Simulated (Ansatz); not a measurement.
**As6 (quintet): density, localisation and related maps**

```xyz
6

As   -1.2202   -1.5840   -0.4088
As    2.1297   -1.1840    0.1955
As    1.4742    0.8216   -0.8999
As   -1.1464   -0.3678    1.7524
As   -1.0365    0.6399   -1.4021
As   -0.2009    1.6742    0.7629
```

Geometry: PBE-D4/def2-SVP.

All numbers below come from UKS PBE0-D4/def2-TZVP in Ansatz.

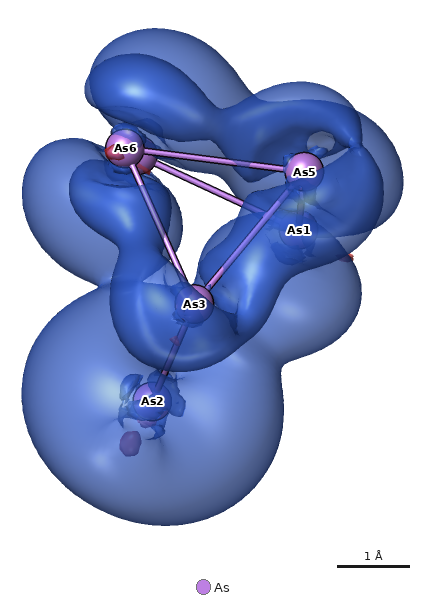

Figure 1. Isosurfaces of the spin density at +0.02 (blue) and −0.02 e/Å³ (red), seen at an oblique angle.

Question: Where is the unpaired spin?

Answer: The unpaired spin (4 electrons) lies mostly on As2 (about 1.6), As1 (about 0.8), As4 (about 0.8), As5 (about 0.3), As3 (about 0.3) and As6 (about 0.2), in electrons by Hirshfeld's partition.

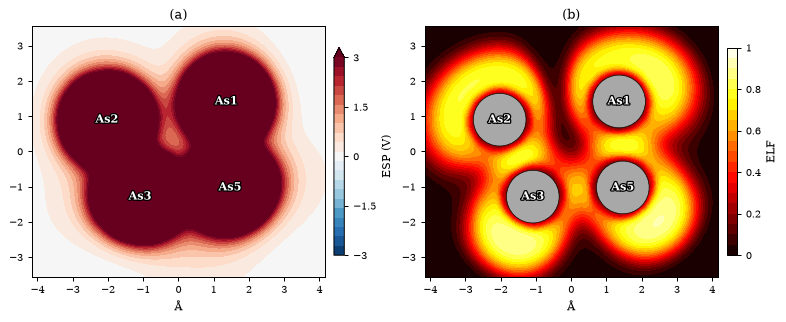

Figure 2. (a) electrostatic potential; (b) ELF on the plane of atoms As1, As5 and As3. Grey discs cover the atomic cores in the ELF map.

Question: Read the bonding off the picture.

Answer:
- The plane passes through As nuclei.
- As–As (2.38 Å): the ELF peaks at about 0.80 between the atoms; localised, covalent bonding.
- As–As (2.44 Å): the ELF peaks at about 0.80 between the atoms; a shared electron pair.
- As–As (2.57 Å): the ELF peaks at about 0.65 between the atoms.
- The ELF also peaks beside As3, As5, As2 and As1, away from the bonds: non-bonding electrons, paired or unpaired.
- The potential has no marked negative region in this plane.

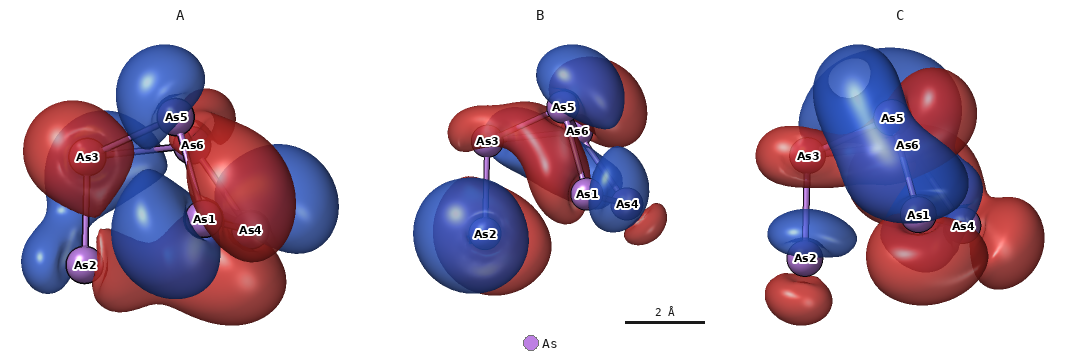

Figure 3. Three frontier orbitals at ±0.06 Å⁻³ᐟ² (blue and red are the two phases), in no order.

Question: Which picture is the HOMO−1, the HOMO and the LUMO? All are α orbitals.

Answer: B is the HOMO−1 (α) (−6.29 eV). By Hirshfeld shares it lies mainly on As2 (about 50 %), As6 (about 20 %), As5 (about 10 %), As1 (about 10 %) and As3 (about 5 %). A is the HOMO (α) (−5.59 eV). It lies mainly on As1 (about 35 %), As4 (about 35 %), As3 (about 10 %), As5 (about 10 %) and As2 (about 5 %); π-antibonding (π*) across As1–As4. C is the LUMO (α) (−2.32 eV). Its weight (Hirshfeld) is mainly on As6 (about 25 %), As5 (about 25 %), As1 (about 20 %), As4 (about 20 %) and As3 (about 5 %).

Question: What is the gap between the highest occupied and lowest empty α orbitals?

Answer: 3.27 eV between the orbital energies.
